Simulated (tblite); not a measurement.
Run report: C5H11OP, geometry relaxation

C5H11OP, SMILES CC(=O)CP(C)C, computed with GFN2-xTB geometry optimisation, gas phase (tblite 0.8.0).

It belongs to a series of runs on one base structure; here: cPr replaced by CH2COCH3.

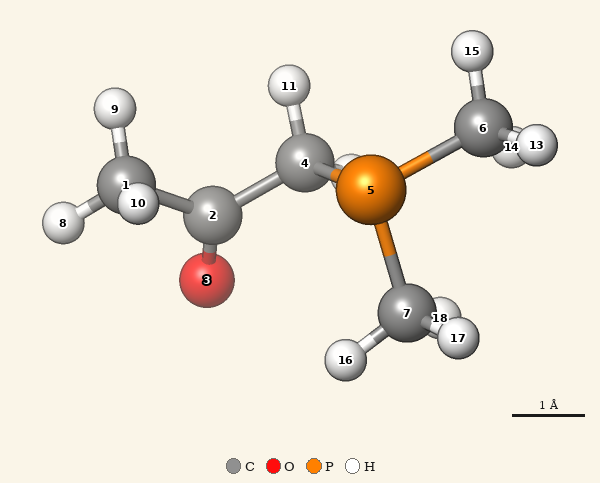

Fig. 1: The structure as given in the input (ball-and-stick view, seen at a tilt; atoms are numbered from 1 in the order of the input).

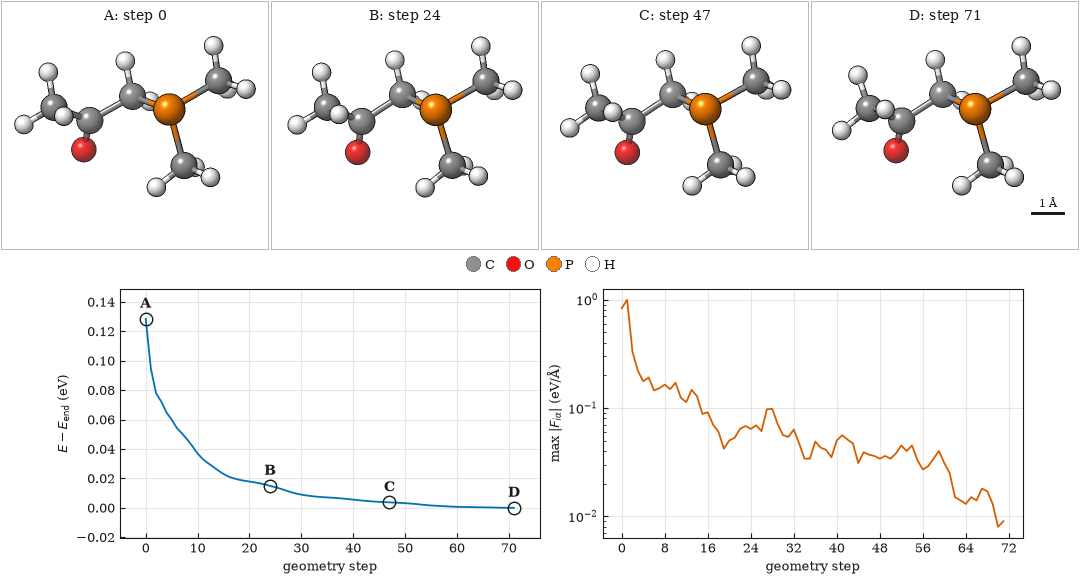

Fig. 2: Frames of the relaxation (ball-and-stick view, seen on its broad side) above the curves, on which the letters mark them (steps are counted from 0).

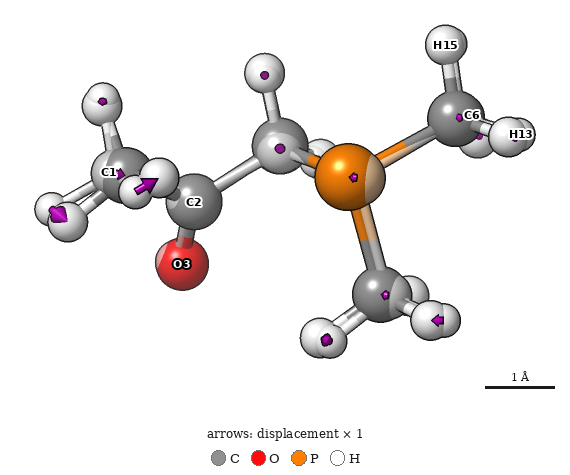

Fig. 3: Start (faint) and end (solid) with the displacements as pink arrows, at true length (ball-and-stick view, seen on its broad side). The two geometries are laid on each other by the best rigid fit. After 71 geometry steps the energy has fallen by 0.129 eV. The largest force component goes from 0.83 to 0.009 eV/Å. The largest move after the best rigid fit is that of H8, 0.41 Å. By element the largest moves are H 0.41 Å, C 0.17 Å, P 0.13 Å, O 0.08 Å. Among the contacts that change: C1–C2 1.524 → 1.505 Å, C4–H11 1.106 → 1.092 Å, C4–P5 1.867 → 1.881 Å, C2–C4 1.513 → 1.500 Å. Among the angles that change: C2–C4–P5 117.9° → 108.7°, H11–C4–H12 105.6° → 110.2°, C2–C4–H11 107.7° → 110.8°. (Atoms are counted from 1 in the order of the input.)

The input and output of the run follow.

## The input
```
{"job": {"kind": "relax", "xc": "GFN2-xTB", "basis": "xTB"}, "charge": 0, "multiplicity": 1}
C      2.755900    -0.262800     0.348300
C      1.677000     0.049600    -0.681100
O      1.894500     0.835000    -1.588400
C      0.338400    -0.634500    -0.509200
P     -0.787200    -0.024300     0.849600
C     -2.326700    -0.925800     0.396300
C     -1.187600     1.638600     0.154900
H      3.697600     0.202700     0.044700
H      2.898100    -1.344100     0.418600
H      2.454600     0.143500     1.326200
H      0.529300    -1.709700    -0.335100
H     -0.185100    -0.581100    -1.462300
H     -3.165300    -0.565700     1.013500
H     -2.577300    -0.794000    -0.658200
H     -2.204400    -1.987000     0.591000
H     -0.317500     2.293100     0.223300
H     -1.991500     2.101600     0.741400
H     -1.511500     1.571300    -0.885200
```

The first line tells a small driver script what to run in tblite; the rest is the geometry in Å.

Command:
```bash
OMP_NUM_THREADS=1 python <driver script> task.json out
```

## Output
```
step      E/eV     max force
  0    -622.62565    1.045
  1    -622.65952    1.149
  2    -622.67640    0.332
  3    -622.68190    0.224
  4    -622.68929    0.213
  5    -622.69422    0.213
  6    -622.69989    0.168
  7    -622.70369    0.156
  8    -622.70773    0.168
  9    -622.71228    0.177
 10    -622.71722    0.186
 11    -622.72103    0.143
 12    -622.72380    0.140
 13    -622.72633    0.161
 14    -622.72889    0.136
 15    -622.73122    0.123
 16    -622.73299    0.111
 17    -622.73422    0.100
 18    -622.73513    0.075
 19    -622.73580    0.062
 20    -622.73634    0.063
 21    -622.73690    0.066
 22    -622.73757    0.084
 23    -622.73837    0.083
 24    -622.73927    0.066
 25    -622.74021    0.078
 26    -622.74125    0.080
 27    -622.74241    0.107
 28    -622.74357    0.121
 29    -622.74452    0.086
 30    -622.74524    0.060
 31    -622.74580    0.058
 32    -622.74627    0.074
 33    -622.74665    0.063
 34    -622.74692    0.042
 35    -622.74714    0.040
 36    -622.74736    0.051
 37    -622.74762    0.057
 38    -622.74792    0.050
 39    -622.74826    0.048
 40    -622.74862    0.051
 41    -622.74900    0.065
 42    -622.74937    0.063
 43    -622.74969    0.049
 44    -622.74995    0.039
 45    -622.75016    0.039
 46    -622.75034    0.039
 47    -622.75050    0.036
 48    -622.75067    0.036
 49    -622.75085    0.038
 50    -622.75106    0.038
 51    -622.75130    0.040
 52    -622.75160    0.048
 53    -622.75196    0.050
 54    -622.75233    0.048
 55    -622.75262    0.036
 56    -622.75282    0.030
 57    -622.75300    0.030
 58    -622.75320    0.036
 59    -622.75340    0.041
 60    -622.75354    0.032
 61    -622.75361    0.026
 62    -622.75368    0.018
 63    -622.75374    0.015
 64    -622.75383    0.017
 65    -622.75387    0.018
 66    -622.75394    0.016
 67    -622.75401    0.021
 68    -622.75410    0.020
 69    -622.75417    0.016
 70    -622.75421    0.010
 71    -622.75422    0.009
```

## Trajectory as extended XYZ (Å, eV, eV/Å), 12 of the 72 frames kept, from step=0 to step=71
```
18
Properties=species:S:1:pos:R:3:forces:R:3 step=0 energy=-622.62565
C     2.7559   -0.2628    0.3483   -0.2970   0.0280  -0.1010
C     1.6770    0.0496   -0.6811    0.3370   0.8320  -0.1260
O     1.8945    0.8350   -1.5884   -0.3770  -0.7100   0.6670
C     0.3384   -0.6345   -0.5092    0.5010  -0.7050  -0.5220
P    -0.7872   -0.0243    0.8496    0.4140   0.3160   0.6260
C    -2.3267   -0.9258    0.3963   -0.4110   0.0350  -0.1910
C    -1.1876    1.6386    0.1549   -0.2600   0.2160  -0.0340
H     3.6976    0.2027    0.0447   -0.2190  -0.0510   0.0430
H     2.8981   -1.3441    0.4186   -0.0800   0.2110   0.1370
H     2.4546    0.1435    1.3262    0.0230  -0.2740  -0.3500
H     0.5293   -1.7097   -0.3351   -0.0740   0.3160   0.2390
H    -0.1851   -0.5811   -1.4623   -0.2070   0.2170  -0.1960
H    -3.1653   -0.5657    1.0135    0.3810  -0.0460  -0.1960
H    -2.5773   -0.7940   -0.6582   -0.0230   0.0470   0.0250
H    -2.2044   -1.9870    0.5910    0.0660  -0.0800   0.0660
H    -0.3175    2.2931    0.2233   -0.0080  -0.1500  -0.0420
H    -1.9915    2.1016    0.7414    0.1670  -0.1950  -0.0700
H    -1.5115    1.5713   -0.8852    0.0690  -0.0060   0.0240
18
Properties=species:S:1:pos:R:3:forces:R:3 step=6 energy=-622.69989
C     2.7344   -0.2610    0.3407   -0.0800  -0.0230   0.0370
C     1.6656    0.0593   -0.6740    0.0290  -0.0350   0.0080
O     1.8610    0.8370   -1.5760   -0.0480   0.1240  -0.0360
C     0.3511   -0.6572   -0.5342   -0.0210  -0.0880   0.0290
P    -0.7471   -0.0147    0.8593   -0.0530  -0.0090   0.0250
C    -2.3019   -0.9218    0.3869   -0.0960   0.0150  -0.0160
C    -1.1879    1.6367    0.1524    0.0070   0.0190  -0.0180
H     3.6717    0.2048    0.0463   -0.0280   0.0220   0.0030
H     2.8759   -1.3328    0.4363   -0.0320  -0.0780  -0.0460
H     2.4377    0.1160    1.3163   -0.1020   0.0560   0.0460
H     0.5290   -1.7125   -0.2949   -0.0730   0.1140  -0.0990
H    -0.1996   -0.5526   -1.4757    0.0230  -0.1110   0.0610
H    -3.1275   -0.5563    1.0012    0.1450   0.0490   0.0110
H    -2.5732   -0.7811   -0.6618    0.1400   0.0040   0.0570
H    -2.1922   -1.9852    0.5946    0.0840   0.0250  -0.0360
H    -0.3137    2.2815    0.2127    0.0100   0.0350  -0.0120
H    -1.9886    2.0822    0.7465    0.0900  -0.0810  -0.0400
H    -1.5033    1.5638   -0.8883    0.0040  -0.0370   0.0260
18
Properties=species:S:1:pos:R:3:forces:R:3 step=13 energy=-622.72633
C     2.6910   -0.2656    0.3456   -0.0360   0.0240  -0.0070
C     1.6384    0.0675   -0.6765   -0.0030  -0.0540  -0.0350
O     1.8119    0.8837   -1.5486    0.0180   0.0840  -0.0120
C     0.3436   -0.6706   -0.5409   -0.0510  -0.1470  -0.0430
P    -0.7119   -0.0113    0.8648    0.0280  -0.0150  -0.0460
C    -2.2604   -0.9102    0.3881   -0.0190   0.0390   0.0260
C    -1.1605    1.6260    0.1425   -0.0320   0.0340   0.0240
H     3.6261    0.2099    0.0682    0.0730   0.0300   0.0410
H     2.8308   -1.3400    0.4273   -0.0220  -0.0050  -0.0050
H     2.3646    0.1106    1.3134   -0.0330  -0.0080   0.0440
H     0.5091   -1.7235   -0.3011    0.0650   0.0070  -0.0360
H    -0.2183   -0.5866   -1.4745   -0.0340   0.0030  -0.0060
H    -3.0638   -0.5199    1.0143   -0.0090  -0.1050  -0.0770
H    -2.5073   -0.7601   -0.6655    0.0150   0.0150   0.1210
H    -2.1434   -1.9751    0.5831   -0.0260   0.0450   0.0320
H    -0.3019    2.2918    0.1926    0.0030   0.0100  -0.0260
H    -1.9642    2.0454    0.7471    0.0200   0.0510  -0.0240
H    -1.4926    1.5345   -0.8916    0.0430  -0.0080   0.0300
18
Properties=species:S:1:pos:R:3:forces:R:3 step=19 energy=-622.73580
C     2.6701   -0.2629    0.3483   -0.0150  -0.0010  -0.0190
C     1.6280    0.0685   -0.6880   -0.0360   0.0420   0.0270
O     1.7898    0.9164   -1.5322    0.0070  -0.0100  -0.0050
C     0.3425   -0.6924   -0.5620   -0.0240   0.0260   0.0200
P    -0.6880   -0.0115    0.8620    0.0290  -0.0130  -0.0140
C    -2.2435   -0.9028    0.4018   -0.0040  -0.0110   0.0060
C    -1.1461    1.6276    0.1423    0.0240  -0.0100  -0.0130
H     3.6139    0.2158    0.0984   -0.0250   0.0090   0.0240
H     2.8070   -1.3388    0.4208    0.0090   0.0120   0.0210
H     2.3232    0.1042    1.3152   -0.0160  -0.0310  -0.0290
H     0.5234   -1.7416   -0.3229    0.0230   0.0010  -0.0170
H    -0.2401   -0.6103   -1.4830    0.0350   0.0070  -0.0160
H    -3.0604   -0.5293    1.0141   -0.0200   0.0090   0.0420
H    -2.4798   -0.7444   -0.6487   -0.0420  -0.0120  -0.0240
H    -2.1277   -1.9668    0.5921    0.0060  -0.0280   0.0200
H    -0.2937    2.3015    0.1773    0.0320  -0.0100   0.0020
H    -1.9501    2.0518    0.7422    0.0160   0.0080   0.0000
H    -1.4771    1.5212   -0.8892    0.0020   0.0140  -0.0240
18
Properties=species:S:1:pos:R:3:forces:R:3 step=26 energy=-622.74125
C     2.6462   -0.2588    0.3503    0.0220   0.0100   0.0510
C     1.6131    0.0823   -0.6904    0.0560  -0.0070  -0.0240
O     1.7758    0.9387   -1.5257    0.0010  -0.0160   0.0280
C     0.3375   -0.6957   -0.5766    0.0570   0.0390  -0.0410
P    -0.6840   -0.0190    0.8522    0.0530   0.0030  -0.0160
C    -2.2468   -0.9076    0.4162    0.0160  -0.0150   0.0030
C    -1.1207    1.6254    0.1305    0.0050  -0.0130   0.0030
H     3.5895    0.2355    0.1317   -0.0300   0.0140   0.0080
H     2.7973   -1.3333    0.4208   -0.0030   0.0140  -0.0610
H     2.2722    0.0820    1.3153   -0.0100   0.0310   0.0320
H     0.5503   -1.7411   -0.3521   -0.0580  -0.0330   0.0210
H    -0.2309   -0.6151   -1.5055   -0.0510   0.0030   0.0030
H    -3.0557   -0.5382    1.0406   -0.0250   0.0290   0.0510
H    -2.5010   -0.7553   -0.6303   -0.0370  -0.0100  -0.0480
H    -2.1193   -1.9694    0.6119   -0.0080  -0.0370   0.0000
H    -0.2596    2.2895    0.1660    0.0210  -0.0400  -0.0080
H    -1.9155    2.0596    0.7336   -0.0200   0.0270   0.0150
H    -1.4572    1.5268   -0.9001    0.0100   0.0000  -0.0170
18
Properties=species:S:1:pos:R:3:forces:R:3 step=32 energy=-622.74627
C     2.6261   -0.2485    0.3630    0.0090   0.0080  -0.0040
C     1.6109    0.0914   -0.6941    0.0000  -0.0170  -0.0130
O     1.7769    0.9589   -1.5166   -0.0010  -0.0080  -0.0120
C     0.3411   -0.6986   -0.6003   -0.0150   0.0010  -0.0060
P    -0.6736   -0.0293    0.8341   -0.0630   0.0060   0.0390
C    -2.2500   -0.9157    0.4278    0.0140  -0.0030  -0.0020
C    -1.0990    1.6207    0.1197    0.0080  -0.0090  -0.0030
H     3.5634    0.2652    0.1693    0.0060   0.0260   0.0230
H     2.7913   -1.3221    0.4012    0.0170   0.0120   0.0170
H     2.2250    0.0697    1.3259    0.0150  -0.0210   0.0070
H     0.5478   -1.7456   -0.3735   -0.0180  -0.0050  -0.0220
H    -0.2354   -0.6145   -1.5235   -0.0120   0.0040  -0.0240
H    -3.0418   -0.5399    1.0752    0.0400  -0.0050  -0.0210
H    -2.5353   -0.7735   -0.6146    0.0100   0.0130   0.0310
H    -2.1187   -1.9779    0.6277   -0.0160   0.0140  -0.0050
H    -0.2193    2.2606    0.1532   -0.0060   0.0020  -0.0030
H    -1.8829    2.0728    0.7263    0.0230  -0.0060  -0.0150
H    -1.4350    1.5326   -0.9127   -0.0100  -0.0110   0.0130
18
Properties=species:S:1:pos:R:3:forces:R:3 step=39 energy=-622.74826
C     2.6216   -0.2409    0.3693   -0.0250  -0.0060  -0.0050
C     1.6087    0.0882   -0.6965   -0.0080   0.0130   0.0160
O     1.7754    0.9536   -1.5210    0.0350   0.0020  -0.0240
C     0.3347   -0.6979   -0.6101    0.0160  -0.0340   0.0070
P    -0.6710   -0.0341    0.8344   -0.0210  -0.0210  -0.0280
C    -2.2481   -0.9189    0.4332   -0.0210   0.0120   0.0040
C    -1.0894    1.6153    0.1158   -0.0070   0.0050   0.0070
H     3.5519    0.2935    0.1947   -0.0290   0.0040  -0.0080
H     2.8061   -1.3115    0.3998    0.0280  -0.0050  -0.0100
H     2.2095    0.0537    1.3349   -0.0180   0.0030  -0.0070
H     0.5343   -1.7485   -0.3959    0.0050  -0.0180   0.0030
H    -0.2421   -0.6065   -1.5346    0.0200   0.0300   0.0320
H    -3.0301   -0.5382    1.0883   -0.0030  -0.0060  -0.0080
H    -2.5435   -0.7707   -0.6055    0.0210   0.0070   0.0260
H    -2.1256   -1.9828    0.6304    0.0080   0.0260  -0.0080
H    -0.2038    2.2473    0.1436   -0.0020   0.0020  -0.0180
H    -1.8651    2.0804    0.7218    0.0000  -0.0080   0.0060
H    -1.4321    1.5243   -0.9143    0.0010  -0.0070   0.0150
18
Properties=species:S:1:pos:R:3:forces:R:3 step=45 energy=-622.75016
C     2.6122   -0.2348    0.3777    0.0070   0.0020  -0.0070
C     1.6079    0.0825   -0.6981    0.0050  -0.0130  -0.0010
O     1.7845    0.9378   -1.5316    0.0100  -0.0130  -0.0040
C     0.3330   -0.7023   -0.6161   -0.0090   0.0080   0.0080
P    -0.6683   -0.0419    0.8349    0.0390  -0.0010  -0.0060
C    -2.2508   -0.9161    0.4411    0.0000   0.0030  -0.0060
C    -1.0803    1.6084    0.1140   -0.0020  -0.0020   0.0000
H     3.5262    0.3297    0.2170    0.0120   0.0230   0.0120
H     2.8356   -1.2985    0.3930   -0.0120  -0.0050  -0.0070
H     2.1806    0.0341    1.3422   -0.0130  -0.0120  -0.0090
H     0.5261   -1.7588   -0.4209    0.0030   0.0330   0.0080
H    -0.2427   -0.5844   -1.5378   -0.0030  -0.0250   0.0110
H    -3.0274   -0.5365    1.1025   -0.0110   0.0000  -0.0090
H    -2.5459   -0.7606   -0.5952   -0.0170   0.0120  -0.0120
H    -2.1301   -1.9808    0.6295    0.0040  -0.0070   0.0070
H    -0.1896    2.2336    0.1246    0.0000   0.0030   0.0030
H    -1.8468    2.0841    0.7231    0.0040  -0.0070   0.0100
H    -1.4328    1.5107   -0.9118   -0.0170   0.0020   0.0000
18
Properties=species:S:1:pos:R:3:forces:R:3 step=52 energy=-622.75160
C     2.6106   -0.2304    0.3807   -0.0190   0.0100  -0.0030
C     1.6139    0.0779   -0.7039   -0.0010  -0.0160  -0.0450
O     1.8018    0.9162   -1.5519   -0.0010   0.0000  -0.0020
C     0.3344   -0.7000   -0.6169   -0.0100  -0.0040   0.0030
P    -0.6638   -0.0442    0.8343    0.0120   0.0100   0.0340
C    -2.2511   -0.9105    0.4416   -0.0030  -0.0080  -0.0040
C    -1.0768    1.6048    0.1151   -0.0060   0.0010   0.0080
H     3.5121    0.3613    0.2413   -0.0100  -0.0290   0.0210
H     2.8549   -1.2906    0.3819    0.0130   0.0320  -0.0090
H     2.1540    0.0111    1.3407    0.0090  -0.0090   0.0120
H     0.5270   -1.7554   -0.4223    0.0160  -0.0180   0.0170
H    -0.2472   -0.5861   -1.5347    0.0130  -0.0060  -0.0200
H    -3.0288   -0.5345    1.1030    0.0010   0.0190   0.0310
H    -2.5521   -0.7478   -0.5914    0.0050  -0.0060  -0.0390
H    -2.1320   -1.9757    0.6268   -0.0010  -0.0240  -0.0080
H    -0.1849    2.2283    0.1121   -0.0080   0.0040  -0.0020
H    -1.8339    2.0791    0.7362   -0.0050   0.0240   0.0070
H    -1.4468    1.5028   -0.9042   -0.0050   0.0180  -0.0010
18
Properties=species:S:1:pos:R:3:forces:R:3 step=58 energy=-622.75320
C     2.6011   -0.2220    0.3846    0.0190  -0.0080   0.0160
C     1.6183    0.0703   -0.7176    0.0060   0.0190   0.0230
O     1.8195    0.8870   -1.5830   -0.0100  -0.0110  -0.0030
C     0.3350   -0.7015   -0.6204    0.0170   0.0020  -0.0060
P    -0.6589   -0.0471    0.8342   -0.0340   0.0110  -0.0070
C    -2.2522   -0.9066    0.4418    0.0210  -0.0060   0.0010
C    -1.0755    1.6039    0.1199    0.0030   0.0090  -0.0020
H     3.4902    0.3945    0.2822   -0.0190   0.0200  -0.0160
H     2.8850   -1.2713    0.3633   -0.0030  -0.0180  -0.0060
H     2.1208   -0.0230    1.3429   -0.0060  -0.0030  -0.0050
H     0.5332   -1.7547   -0.4191   -0.0020  -0.0310   0.0050
H    -0.2469   -0.5942   -1.5386    0.0010  -0.0110  -0.0160
H    -3.0222   -0.5277    1.1124    0.0120  -0.0070  -0.0150
H    -2.5554   -0.7374   -0.5910    0.0060   0.0000   0.0160
H    -2.1376   -1.9744    0.6189   -0.0050   0.0050   0.0010
H    -0.1804    2.2221    0.0960    0.0020   0.0040   0.0090
H    -1.8172    2.0864    0.7538    0.0010   0.0100   0.0000
H    -1.4655    1.5019   -0.8921   -0.0080   0.0140   0.0050
18
Properties=species:S:1:pos:R:3:forces:R:3 step=65 energy=-622.75387
C     2.6003   -0.2213    0.3859    0.0010   0.0000   0.0010
C     1.6195    0.0665   -0.7192   -0.0010  -0.0040   0.0070
O     1.8231    0.8756   -1.5913   -0.0090  -0.0040   0.0090
C     0.3368   -0.7054   -0.6199    0.0000   0.0010  -0.0050
P    -0.6594   -0.0439    0.8321   -0.0090  -0.0110  -0.0110
C    -2.2499   -0.9069    0.4400   -0.0030   0.0060  -0.0010
C    -1.0780    1.6093    0.1219    0.0050  -0.0070   0.0020
H     3.4806    0.4084    0.2884   -0.0050  -0.0020   0.0000
H     2.8938   -1.2684    0.3558    0.0120   0.0090   0.0000
H     2.1128   -0.0355    1.3432    0.0050  -0.0030  -0.0060
H     0.5347   -1.7586   -0.4122   -0.0080   0.0080   0.0050
H    -0.2415   -0.6048   -1.5415   -0.0070  -0.0050   0.0010
H    -3.0192   -0.5271    1.1103   -0.0030  -0.0060  -0.0060
H    -2.5532   -0.7349   -0.5920    0.0030  -0.0080   0.0050
H    -2.1384   -1.9752    0.6163    0.0100   0.0150  -0.0010
H    -0.1804    2.2242    0.0958   -0.0060   0.0020  -0.0050
H    -1.8140    2.0934    0.7619    0.0090  -0.0040  -0.0030
H    -1.4763    1.5111   -0.8873    0.0060   0.0130   0.0050
18
Properties=species:S:1:pos:R:3:forces:R:3 step=71 energy=-622.75422
C     2.5973   -0.2192    0.3882   -0.0020  -0.0020  -0.0030
C     1.6184    0.0610   -0.7207   -0.0030  -0.0030   0.0010
O     1.8242    0.8663   -1.5958   -0.0060   0.0010   0.0010
C     0.3349   -0.7096   -0.6227   -0.0020  -0.0030   0.0060
P    -0.6593   -0.0438    0.8283    0.0010   0.0020   0.0020
C    -2.2504   -0.9051    0.4398   -0.0010  -0.0020  -0.0040
C    -1.0744    1.6112    0.1216    0.0010   0.0060   0.0010
H     3.4656    0.4280    0.3001    0.0010   0.0030   0.0030
H     2.9135   -1.2592    0.3499    0.0030  -0.0030  -0.0080
H     2.1021   -0.0530    1.3447    0.0010   0.0020   0.0000
H     0.5295   -1.7623   -0.4098    0.0040   0.0020   0.0010
H    -0.2422   -0.6120   -1.5457   -0.0010   0.0020   0.0090
H    -3.0203   -0.5287    1.1112    0.0020   0.0000  -0.0060
H    -2.5548   -0.7350   -0.5920   -0.0040  -0.0020  -0.0020
H    -2.1337   -1.9725    0.6160   -0.0010  -0.0030   0.0000
H    -0.1750    2.2228    0.0900    0.0050   0.0020  -0.0010
H    -1.8023    2.0966    0.7696   -0.0010   0.0040   0.0000
H    -1.4818    1.5208   -0.8845    0.0040  -0.0050   0.0000
```

## Key numbers

```json
{"quantity": "outcome", "value": "converged"}
{"quantity": "total energy", "value": "−622.7542 eV"}
{"quantity": "hardware", "value": "1 CPU thread, shared host"}
{"quantity": "peak memory", "value": "0.18 GiB"}
```
